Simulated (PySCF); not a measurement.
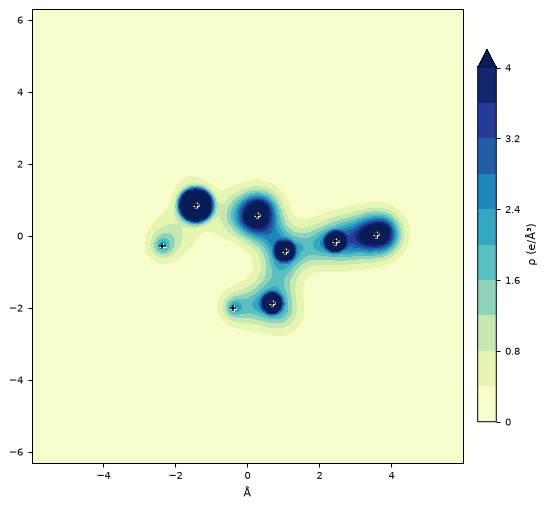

The electron density on a plane through atoms (crosses mark nuclei in the plane).

Theory: PBE0/pcSseg-1, SCF density, gas phase, non-relativistic in PySCF 2.14.0.

Candidates:
A. C$_{2}$H$_{11}$AlOSSi
B. C$_{5}$H$_{9}$N$_{3}$Si (SMILES [H]/N=C\C[SiH2]/N=C(\C)C#N)
C. C$_{3}$H$_{7}$B$_{2}$F$_{3}$O (SMILES CB(C)BOC(F)(F)F)

Which system is this?

Candidate B: C$_{5}$H$_{9}$N$_{3}$Si on the plane of atoms C1, C2 and C3, which holds C, N, Si and H. C–N (1.15 Å): the density is about 3.6 e/Å³ at the midpoint. C–C (1.43 Å): ρ at the midpoint is about 1.9 e/Å³.
